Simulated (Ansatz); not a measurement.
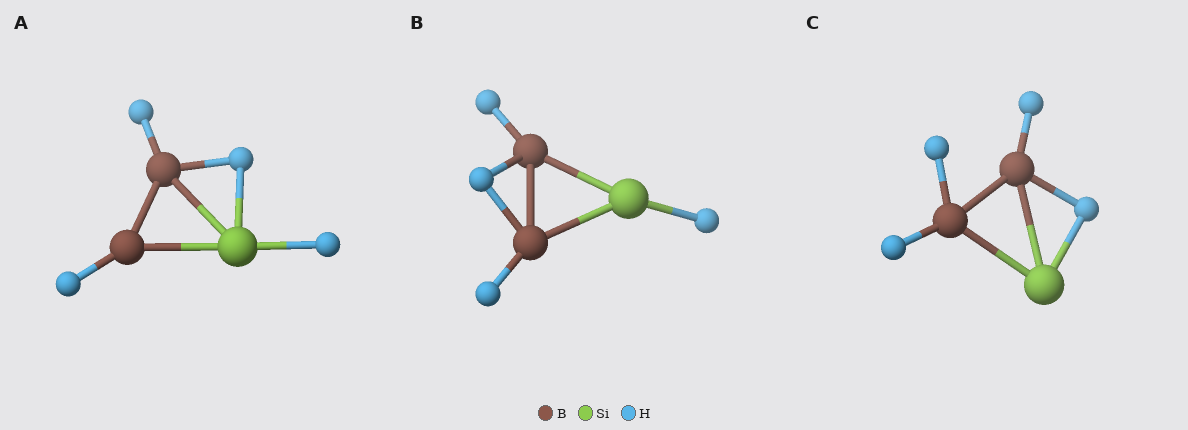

3 stationary structures of one formula. Geometries: PBE-D4/def2-SVP. Electronic energies: PBE-D4/def2-SVP (Ansatz 0.2.0), without zero-point energy. No frequency run is at hand to confirm each as a minimum. Each is one conformer, not always the lowest.

> Rank them by energy, lowest first.

C is lowest (Cs); A lies 39.0 kJ/mol above it (Cs), B lies 54.5 kJ/mol above it (Cs).
